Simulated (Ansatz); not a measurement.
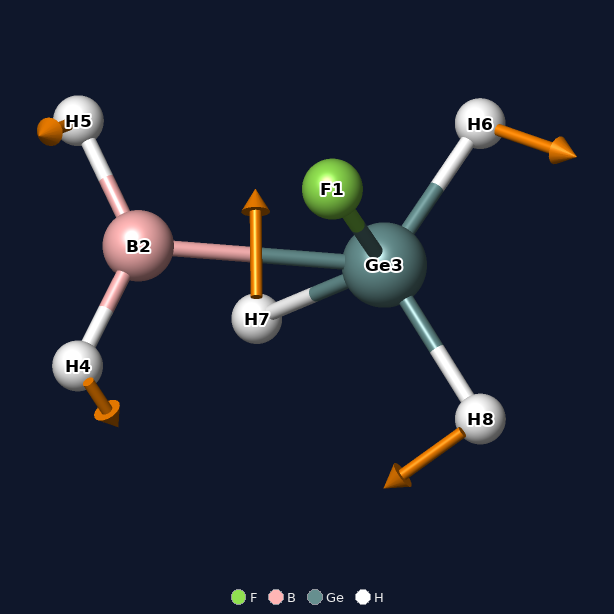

The arrows show one normal mode. State: neutral, doublet. Harmonic vibrations computed with UKS PBE0-D4/def2-TZVP (Ansatz 0.2.0) at a stationary point of the same level. It is a saddle point of order 1.

At what wavenumber does it lie?

Answer. 269 cm⁻¹; it is mode 2 of 18 counted from the lowest.
